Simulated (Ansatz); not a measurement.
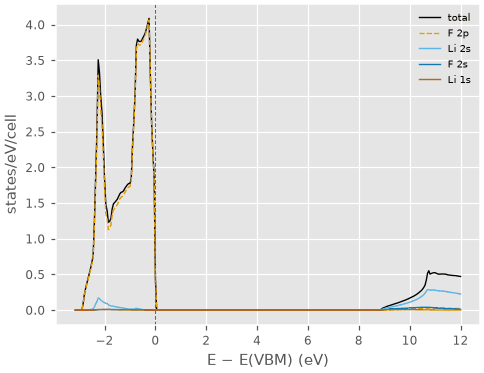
*Total and projected density of states of LiF (rock salt, Fm-3m), DFT-PBE in the program Ansatz with PAW potentials*

### Question
Which orbitals carry the states next to the gap?

### Answer
Top 1 eV of the valence band: F 2p 99 %. Bottom 1 eV of the conduction band: Li 2s 63 %, F 2s 24 %, Li 1s 7 %. Projections are on Löwdin-orthogonalised atomic valence shells; empty p or d shells of many metals are not among them.

The PBE relaxation kept the symmetry of its start.

Potentials: the later of the program's two PAW sets.
